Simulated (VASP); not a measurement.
Band structure of Be$_{3}$MgTe$_{4}$ (ordered alloy cell). Method: HSE06 screened hybrid, VASP's PBE PAW potentials (set 64) (plane waves; VASP).

Unless said otherwise, spin-orbit coupling is left out, though it shifts the bands of the heavy elements here.

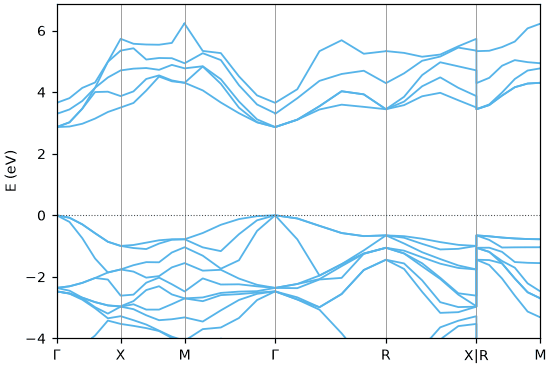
Fig. 1. Bands along high-symmetry lines, zero at the valence-band maximum or, without a gap, the Fermi level

Q: Read the plot: is there a gap, and where are the band edges?

A: The gap is direct, 2.87 eV, from the valence maximum at Γ to the conduction minimum at Γ.

The structure was generated: Be3MgTe4 was put into an ordered model structure (P-43m), which need not be its known phase. It was relaxed first. The cell's shape comes from a PBE relaxation.
